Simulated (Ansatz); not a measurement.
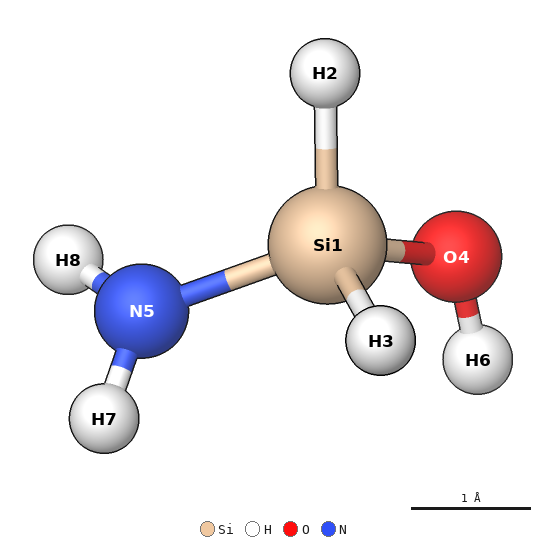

The atoms are numbered. The geometry was computed by an optimisation with PBE0-D4/def2-TZVP.

> How are the neighbours of atom 1 arranged?

Si1 has 4 neighbours (H2 at 1.48, H3 at 1.49, O4 at 1.65, N5 at 1.71 Å); the arrangement is tetrahedral.

> How are the neighbours of atom 5 arranged?

N5 has 3 neighbours (Si1 at 1.71, H7 at 1.00, H8 at 1.01 Å); the arrangement is trigonal planar.

> Describe the coordination of atom 4.

O4 has 2 neighbours (Si1 at 1.65, H6 at 0.96 Å); the arrangement is bent.
